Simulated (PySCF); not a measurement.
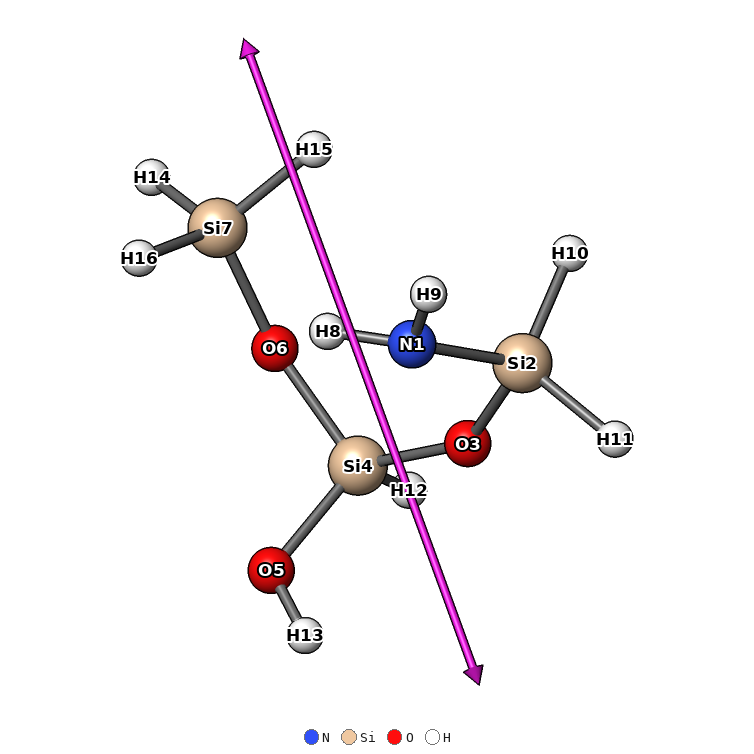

The double arrow shows the direction of the transition dipole to excited singlet state 7 (its length means nothing). The geometry was computed by an optimisation with GFN2-xTB. No frequency run is at hand to confirm it as a minimum. Method: TDDFT CAM-B3LYP/def2-SVPD, vertical, gas phase, core orbitals frozen in the response (PySCF 2.14.0).

### Give its energy, strength and character.

8.14 eV (152 nm), oscillator strength 0.017, of mixed character, with the largest part HOMO → LUMO+2 (weight 0.33); transition dipole 0.74 D.

The geometry is semi-empirical. Around Si such bond lengths and angles can be off by a tenth of an ångström or more and by several degrees, and values that hang on the shape move with them.
